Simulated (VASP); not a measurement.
Band structure of CsBr (CsCl type). All values below come from optB86b-vdW, VASP's PBE PAW potentials (set 64) (plane waves; VASP 6.6.1).

Unless said otherwise, spin-orbit coupling is left out, though it shifts the bands of the heavy elements here.

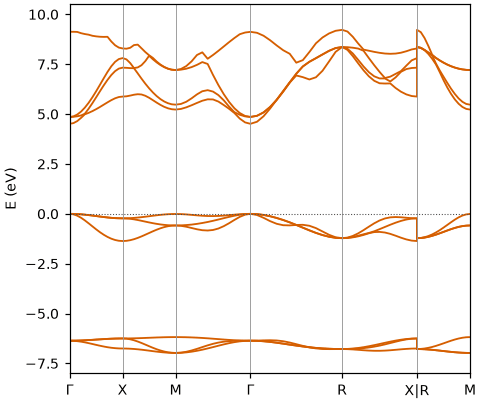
*Bands along high-symmetry lines, zero at the valence-band maximum or, without a gap, the Fermi level*

**Question.** Read the plot: is there a gap, and where are the band edges?

**Answer.** The gap is direct, 4.52 eV, from the valence maximum at Γ to the conduction minimum at Γ. (Edges off the drawn lines would not show.)

Measured: gap 7.30 eV (computed value off by -2.78 eV), as given by Aguado et al., (1998), arXiv:cond-mat/9809176.

The compound is CsBr in the CsCl type structure. It was relaxed first.
